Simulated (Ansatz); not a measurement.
SnH$_{4}$OF: geometry relaxation (part 1 of 2)

The run: geometry relaxation of SnH$_{4}$OF, multiplicity 2. Method and program: UKS B3LYP-D4/def2-SVP (Ansatz 0.2.0).

The run did not end well. The input holds or restrains some coordinates. Forces given for the steps count only the free coordinates. It belongs to a series of runs on one base structure; here: pulled along the bonds that form and break, towards end B.

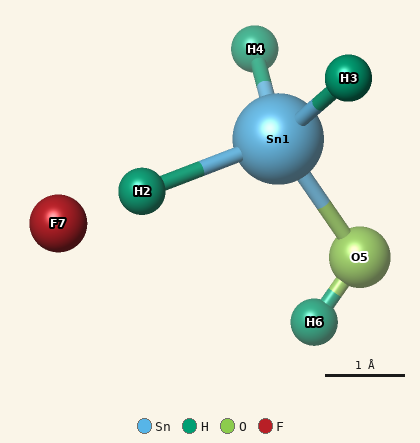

Fig. 1: The input geometry (ball-and-stick view, seen at a tilt; atoms are numbered from 1 in the order of the input). Sticks mark near contacts. Bond lengths as drawn: H–O 1.01 Å, H–Sn 1.74 to 1.99 Å and O–Sn 1.96 Å.

Input:
```yaml
crystal:
  periodic: [false, false, false]
  atoms:
    - { symbol: Sn, position_ang: [0.0, 0.0, 0.0] }
    - { symbol: H, position_ang: [0.0, 0.0, 1.99] }
    - { symbol: H, position_ang: [1.6408, 0.0, -0.5794] }
    - { symbol: H, position_ang: [-0.8195, 1.4198, -0.5794] }
    - { symbol: O, position_ang: [-0.9232, -1.5994, -0.6527] }
    - { symbol: H, position_ang: [-1.3778, -2.065, 0.1197] }
    - { symbol: F, position_ang: [0.0, 0.0, 3.21] }
magnetization:
  spin_polarized: true
  initial_magnetization: 1
basis:
  gaussian: { orbitals: def2-SVP }
hamiltonian:
  xc: b3lyp
  dispersion: d4
relax:
  f_tol: 0.15
  max_steps: 25
  restrain:
    - { distance: [1, 6], at: 0.92, k: 30.0 }
    - { distance: [0, 1], at: 2.94, k: 30.0 }
output:
  orbitals: {}
```

Machine: 2 threads of Arm Neoverse V2, 24 GiB of memory available, shared host.

Run as:
```bash
ansatz run input.yaml --threads 2 --pin off --max-ram 3072MiB --backend cpu --events-out ev --progress --plain --runs-dir out
```

The program's output:
```
The last accepted step is kept in [file] (removed where the run ends without a failure and the disk answers)
Engine: ansatz 0.2.0, aarch64-unknown-linux-gnu
Functional definition: B3LYP
  parameter a0 = 0.2
  parameter ax = 0.72
  parameter ac = 0.81
  exchange = (1 - a0 - ax)*slater_x + ax*b88_x + a0*exact_x
  correlation = (1 - ac)*vwn_rpa_c + ac*lyp_c
876 factors; integrals over basis functions are off by at most 3.0e-4 eV
mean field evaluation 1: about -10649.1121 eV, gradient 4.4e1 eV
mean field evaluation 2: about -10599.7281 eV, gradient 1.1e2 eV
mean field evaluation 4: about -10655.8605 eV, gradient 9.9e0 eV
mean field evaluation 8: about -10656.2128 eV, gradient 3.3e-1 eV
mean field evaluation 16: about -10656.2143 eV, gradient 3.3e-4 eV
mean field -10656.21428282 eV, -391.6086518520 hartree, gradient 1.3e-5 eV, S^2 0.754807; 0 other end points of the search recorded, 0 dependent functions left out
the calculation of the forces begins
reference -10656.21451268 eV, -391.6086602995 hartree; 22, 21 occupied and 52, 53 virtual orbitals, 876 factors
relax step   1: F+E_penalty+E_count = -10656.35576704 eV  Δ(F+E_penalty+E_count) = +0.000e0 eV  max|allowed force component| = 3.639e0 eV/Å  E_restraint = 14.88750000 eV  max|allowed force component, restraints' pulls added| = 4.114e1 eV/Å  Δτ_max = 0.0000 Å  (32 SCF iters, accepted)
  distance H 1 - F 6 = 1.2200 Å
  distance Sn 0 - H 1 = 1.9900 Å
these checks for a lower state are left out or cut short: starts, cluster_reference, orbital_swaps, neighbouring_geometries, increment
876 factors; integrals over basis functions are off by at most 3.2e-4 eV
mean field -10656.88592593 eV, -391.6333342811 hartree, gradient 1.6e-5 eV, S^2 0.751437; 0 other end points of the search recorded, 0 dependent functions left out
[... from here on the field's lines of each further geometry are left out, up to the last ...]
relax step   2: F+E_penalty+E_count = -10657.03199526 eV  Δ(F+E_penalty+E_count) = -6.762e-1 eV  max|allowed force component| = 2.797e0 eV/Å  E_restraint = 5.15228813 eV  max|allowed force component, restraints' pulls added| = 2.314e1 eV/Å  Δτ_max = 0.1948 Å  (35 SCF iters, accepted)
relax step   3: F+E_penalty+E_count = -10656.78742190 eV  Δ(F+E_penalty+E_count) = +2.446e-1 eV  max|allowed force component| = 6.335e0 eV/Å  E_restraint = 0.89990943 eV  max|allowed force component, restraints' pulls added| = 8.449e0 eV/Å  Δτ_max = 0.1944 Å  (31 SCF iters, accepted)
relax step   4: F+E_penalty+E_count = -10657.05717060 eV  Δ(F+E_penalty+E_count) = -2.697e-1 eV  max|allowed force component| = 1.766e0 eV/Å  E_restraint = 0.04994958 eV  max|allowed force component, restraints' pulls added| = 2.335e0 eV/Å  Δτ_max = 0.1942 Å  (32 SCF iters, accepted)
relax step   5: F+E_penalty+E_count = -10657.35439116 eV  Δ(F+E_penalty+E_count) = -2.972e-1 eV  max|allowed force component| = 5.561e-1 eV/Å  E_restraint = 0.02378798 eV  max|allowed force component, restraints' pulls added| = 1.647e0 eV/Å  Δτ_max = 0.1999 Å  (32 SCF iters, accepted)
relax step   6: F+E_penalty+E_count = -10657.35930279 eV  Δ(F+E_penalty+E_count) = -4.912e-3 eV  max|allowed force component| = 1.508e0 eV/Å  E_restraint = 0.02295322 eV  max|allowed force component, restraints' pulls added| = 2.632e0 eV/Å  Δτ_max = 0.1927 Å  (33 SCF iters, accepted)
relax step   7: F+E_penalty+E_count = -10657.35305257 eV  Δ(F+E_penalty+E_count) = +6.250e-3 eV  max|allowed force component| = 2.244e0 eV/Å  E_restraint = 0.08410393 eV  max|allowed force component, restraints' pulls added| = 3.889e0 eV/Å  Δτ_max = 0.1947 Å  (35 SCF iters, rejected (line search))
relax step   8: F+E_penalty+E_count = -10657.42816920 eV  Δ(F+E_penalty+E_count) = -6.887e-2 eV  max|allowed force component| = 2.677e-1 eV/Å  E_restraint = 0.00249218 eV  max|allowed force component, restraints' pulls added| = 6.196e-1 eV/Å  Δτ_max = 0.0974 Å  (32 SCF iters, accepted)
relax step   9: F+E_penalty+E_count = -10657.45276623 eV  Δ(F+E_penalty+E_count) = -2.460e-2 eV  max|allowed force component| = 1.215e-1 eV/Å  E_restraint = 0.00131898 eV  max|allowed force component, restraints' pulls added| = 3.111e-1 eV/Å  Δτ_max = 0.1000 Å  (32 SCF iters, accepted)
relax step  10: F+E_penalty+E_count = -10657.47374767 eV  Δ(F+E_penalty+E_count) = -2.098e-2 eV  max|allowed force component| = 1.076e-1 eV/Å  E_restraint = 0.00118141 eV  max|allowed force component, restraints' pulls added| = 2.793e-1 eV/Å  Δτ_max = 0.1500 Å  (32 SCF iters, accepted)
relax step  11: F+E_penalty+E_count = -10657.47702944 eV  Δ(F+E_penalty+E_count) = -3.282e-3 eV  max|allowed force component| = 1.159e-1 eV/Å  E_restraint = 0.00064062 eV  max|allowed force component, restraints' pulls added| = 1.239e-1 eV/Å  Δτ_max = 0.0285 Å  (32 SCF iters, accepted)
relax step  12: F+E_penalty+E_count = -10657.37428997 eV  Δ(F+E_penalty+E_count) = +1.027e-1 eV  max|allowed force component| = 2.304e0 eV/Å  E_restraint = 0.09088773 eV  max|allowed force component, restraints' pulls added| = 4.099e0 eV/Å  Δτ_max = 0.1954 Å  (37 SCF iters, rejected (line search))
relax step  13: F+E_penalty+E_count = -10657.48785608 eV  Δ(F+E_penalty+E_count) = -1.083e-2 eV  max|allowed force component| = 1.793e-1 eV/Å  E_restraint = 0.00205810 eV  max|allowed force component, restraints' pulls added| = 4.399e-1 eV/Å  Δτ_max = 0.0943 Å  (32 SCF iters, accepted)
relax step  14: F+E_penalty+E_count = -10657.49996937 eV  Δ(F+E_penalty+E_count) = -1.211e-2 eV  max|allowed force component| = 1.148e-1 eV/Å  E_restraint = 0.00146657 eV  max|allowed force component, restraints' pulls added| = 3.014e-1 eV/Å  Δτ_max = 0.0995 Å  (32 SCF iters, accepted)
relax step  15: F+E_penalty+E_count = -10657.50530471 eV  Δ(F+E_penalty+E_count) = -5.335e-3 eV  max|allowed force component| = 9.895e-1 eV/Å  E_restraint = 0.01412824 eV  max|allowed force component, restraints' pulls added| = 1.801e0 eV/Å  Δτ_max = 0.1437 Å  (32 SCF iters, rejected (line search))
relax step  16: F+E_penalty+E_count = -10657.50877835 eV  Δ(F+E_penalty+E_count) = -8.809e-3 eV  max|allowed force component| = 1.090e-1 eV/Å  E_restraint = 0.00140332 eV  max|allowed force component, restraints' pulls added| = 2.710e-1 eV/Å  Δτ_max = 0.0719 Å  (31 SCF iters, accepted)
relax step  17: F+E_penalty+E_count = -10657.51808580 eV  Δ(F+E_penalty+E_count) = -9.307e-3 eV  max|allowed force component| = 1.575e-1 eV/Å  E_restraint = 0.00194639 eV  max|allowed force component, restraints' pulls added| = 3.919e-1 eV/Å  Δτ_max = 0.0731 Å  (30 SCF iters, accepted)
relax step  18: F+E_penalty+E_count = -10657.53194568 eV  Δ(F+E_penalty+E_count) = -1.386e-2 eV  max|allowed force component| = 9.000e-2 eV/Å  E_restraint = 0.00138622 eV  max|allowed force component, restraints' pulls added| = 2.732e-1 eV/Å  Δτ_max = 0.1125 Å  (31 SCF iters, accepted)
relax step  19: F+E_penalty+E_count = -10657.54214741 eV  Δ(F+E_penalty+E_count) = -1.020e-2 eV  max|allowed force component| = 2.340e-1 eV/Å  E_restraint = 0.00042051 eV  max|allowed force component, restraints' pulls added| = 9.229e-2 eV/Å  Δτ_max = 0.0993 Å  (31 SCF iters, accepted)
relax step  20: F+E_penalty+E_count = -10657.54456033 eV  Δ(F+E_penalty+E_count) = -2.413e-3 eV  max|allowed force component| = 9.698e-1 eV/Å  E_restraint = 0.01171763 eV  max|allowed force component, restraints' pulls added| = 1.797e0 eV/Å  Δτ_max = 0.1917 Å  (31 SCF iters, rejected (line search))
relax step  21: F+E_penalty+E_count = -10657.54922945 eV  Δ(F+E_penalty+E_count) = -7.082e-3 eV  max|allowed force component| = 1.844e-1 eV/Å  E_restraint = 0.00234001 eV  max|allowed force component, restraints' pulls added| = 5.509e-1 eV/Å  Δτ_max = 0.0935 Å  (30 SCF iters, accepted)
relax step  22: F+E_penalty+E_count = -10657.55706265 eV  Δ(F+E_penalty+E_count) = -7.833e-3 eV  max|allowed force component| = 3.961e-2 eV/Å  E_restraint = 0.00138012 eV  max|allowed force component, restraints' pulls added| = 3.048e-1 eV/Å  Δτ_max = 0.0999 Å  (31 SCF iters, accepted)
relax step  23: F+E_penalty+E_count = -10657.56773374 eV  Δ(F+E_penalty+E_count) = -1.067e-2 eV  max|allowed force component| = 9.444e-2 eV/Å  E_restraint = 0.00196991 eV  max|allowed force component, restraints' pulls added| = 3.868e-1 eV/Å  Δτ_max = 0.1447 Å  (32 SCF iters, accepted)
the calculation of the forces begins
reference -10657.41848454 eV, -391.6529054490 hartree; 22, 21 occupied and 52, 53 virtual orbitals, 876 factors
relax step  24: F+E_penalty+E_count = -10657.57265178 eV  Δ(F+E_penalty+E_count) = -4.918e-3 eV  max|allowed force component| = 5.275e-1 eV/Å  E_restraint = 0.00596815 eV  max|allowed force component, restraints' pulls added| = 1.087e0 eV/Å  Δτ_max = 0.1900 Å  (30 SCF iters, accepted)
  distance H 1 - F 6 = 0.9391 Å
  distance Sn 0 - H 1 = 2.9458 Å
these checks for a lower state are left out or cut short: starts, cluster_reference, orbital_swaps, neighbouring_geometries, increment
877 factors; integrals over basis functions are off by at most 4.0e-4 eV
mean field -10657.42984287 eV, -391.6533228600 hartree, gradient 1.5e-5 eV, S^2 0.752851; 0 other end points of the search recorded, 0 dependent functions left out
the calculation of the forces begins
reference -10657.43007655 eV, -391.6533314475 hartree; 22, 21 occupied and 52, 53 virtual orbitals, 877 factors
relax step  25: F+E_penalty+E_count = -10657.58709927 eV  Δ(F+E_penalty+E_count) = -1.445e-2 eV  max|allowed force component| = 5.875e-1 eV/Å  E_restraint = 0.00564971 eV  max|allowed force component, restraints' pulls added| = 8.529e-1 eV/Å  Δτ_max = 0.1944 Å  (32 SCF iters, accepted)
  distance H 1 - F 6 = 0.9366 Å
  distance Sn 0 - H 1 = 2.9501 Å
```

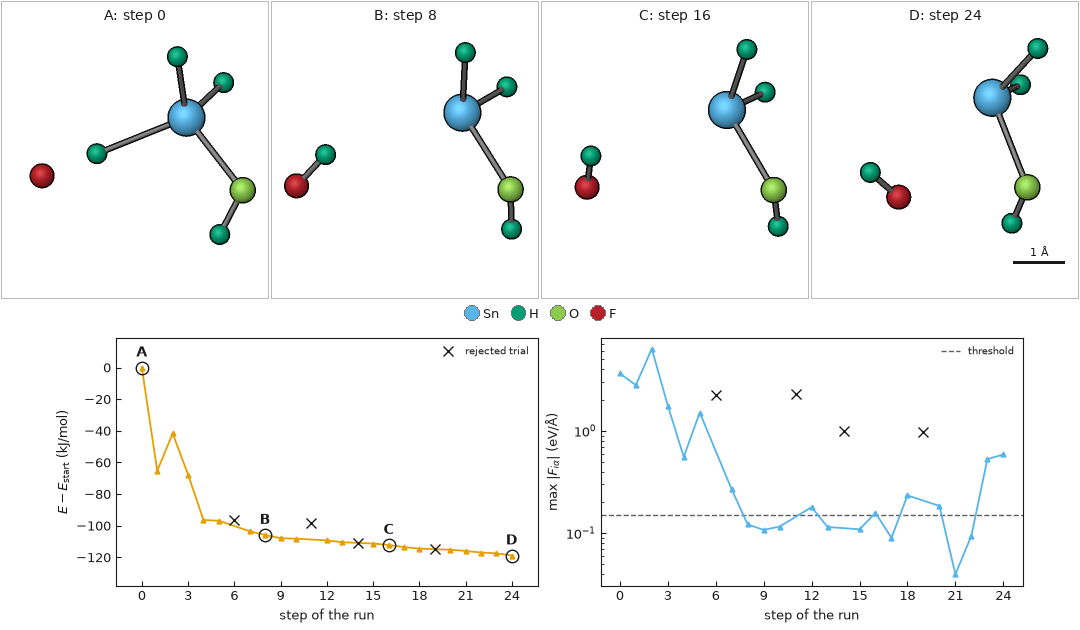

Fig. 2: Frames of the restrained relaxation (ball-and-stick view, seen at a tilt) above the curves, on which the letters mark them (the first geometry is step 0 here and step 1 in the log).

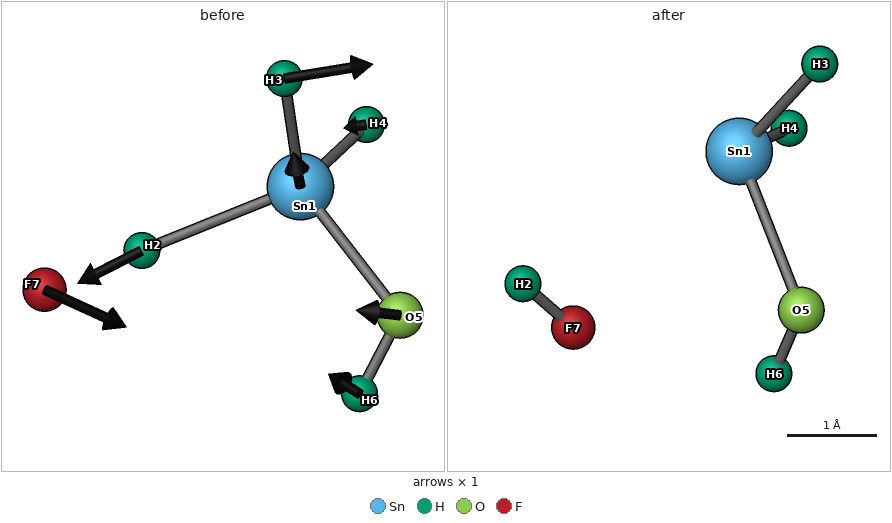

Fig. 3: Before (left) and after (right) the restrained relaxation, at one scale (ball-and-stick view, seen at a tilt). The black arrows give the displacements, at true length. The relaxation stopped without meeting its thresholds, so the last structure isn't shown to be converged. Over 24 geometry steps the energy falls by 118.8 kJ/mol. The largest force component goes from 3.6 to 0.59 eV/Å. The line search rejected the trial steps at points 6, 11, 14, 19 (counted from 0) and went back. The largest move after the best rigid fit is that of F7, 1.06 Å. Largest moves by element: F 1.06 Å, H 1.03 Å, O 0.53 Å, Sn 0.47 Å. Among the contacts that change: Sn1–H2 1.990 → 2.950 Å, H2–F7 1.220 → 0.937 Å, Sn1–O5 1.959 → 2.014 Å, O5–H6 1.010 → 0.982 Å. New bonds form: H2–F7 (1.22 → 0.94 Å). Bonds break: Sn1–H2 (1.99 → 2.95 Å). Among the angles that change: H3–Sn1–O5 109.5° → 97.2°, H4–Sn1–O5 109.5° → 107.3°. (Atoms are counted from 1 in the order of the input.)
